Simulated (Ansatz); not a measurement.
FGeH3···HCl

```yaml
atoms:
  - { symbol: Ge, position_ang: [0.3738, 0.0000, -0.1936] }
  - { symbol: H, position_ang: [0.5653, 0.0000, 1.3213] }
  - { symbol: F, position_ang: [1.9689, 0.0000, -0.8707] }
  - { symbol: H, position_ang: [-0.3011, 1.2708, -0.6976] }
  - { symbol: H, position_ang: [-0.3011, -1.2708, -0.6976] }
  - { symbol: Cl, position_ang: [-2.9910, 0.0000, 1.4927] }
  - { symbol: H, position_ang: [-2.5623, 0.0000, 2.6907] }
```

These are results of RHF/def2-SVP in Ansatz 0.2.0, not measurements.

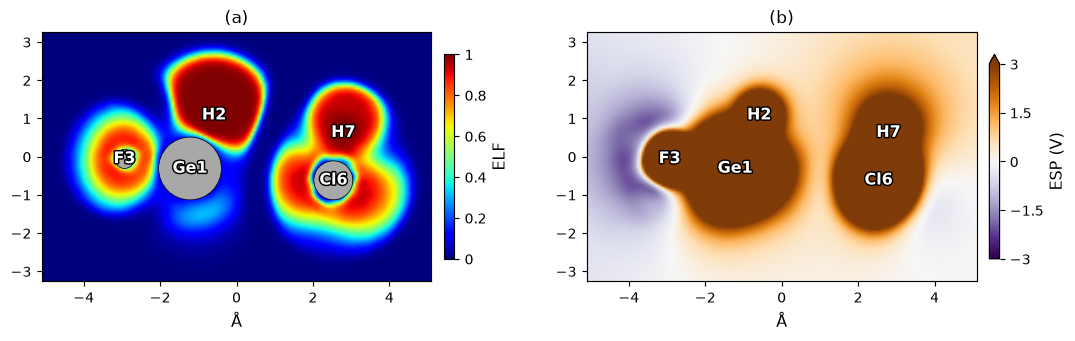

Figure 1. (a) ELF; (b) electrostatic potential on the plane of atoms H2, Ge1 and F3. Grey discs cover the atomic cores in the ELF map.

Interpret the plot.

Answer. The section cuts through Ge, H, F and Cl sites. Ge1···Cl6 (3.76 Å): the ELF dips to about 0 between them (a non-bonded, intermolecular contact). Ge–F (1.73 Å): the ELF peaks at about 0.85 in the valence shell of F, 0.5 Å from its nucleus, and is about 0.20 at the midpoint. Cl–H (1.27 Å): the ELF climbs to about 1 towards the hydrogen, as it does in any bond to H. Ge–H (1.53 Å): the ELF climbs to about 1 towards the hydrogen. The ELF also peaks beside Cl6 and F3, away from the bonds: lone-pair regions. Outside the dense part of the complex the potential is most negative (−2.1 V) near F3.

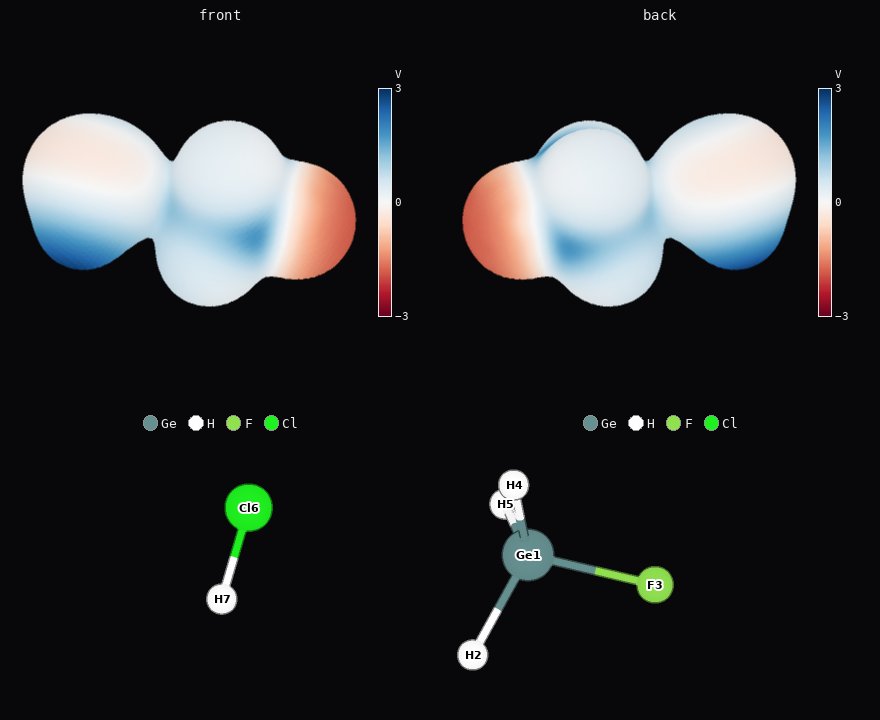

Figure 2. The electrostatic potential painted on the density surface at 0.002 e/bohr³, seen from the front and from behind; the colour scale runs from red (negative) to blue (positive). The bare structure is drawn below in the same view.

Which sites attract a positive test charge, and which a negative one?

Answer. A positive charge is drawn to the negative regions and a negative charge to the positive ones. The most negative region (about −1.8 V, or −42 kcal/mol for a unit charge) lies over F3, the most positive (about +2.7 V, or +62 kcal/mol for a unit charge) over H7. Cl6 shows a σ-hole: about +0.6 V, or +14 kcal/mol for a unit charge at the tip opposite its bond, against about 0.0 V on its flanks.

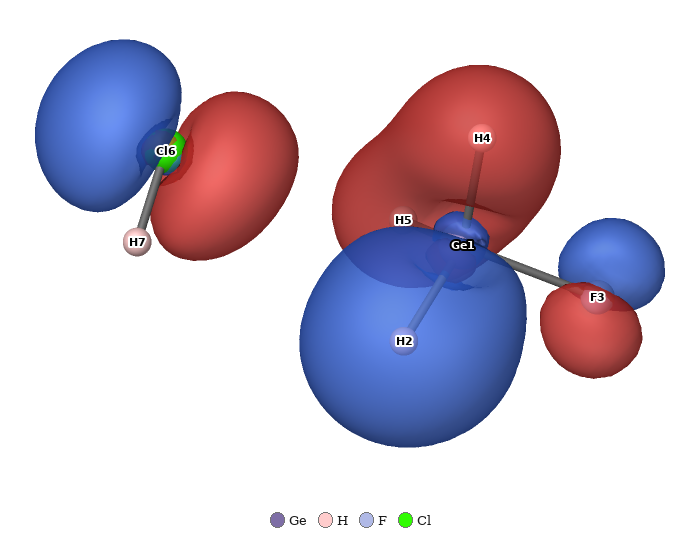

Figure 3. The HOMO−1 at ±0.08 Å⁻³ᐟ² (blue and red are the two phases), seen at a tilt.

Describe this orbital and give its energy.

Answer. It lies mainly on Ge1 (about 30 %), H2 (about 30 %), Cl6 (about 20 %), F3 (about 5 %), H4 (about 5 %) and H5 (about 5 %). Its energy is −13.07 eV.
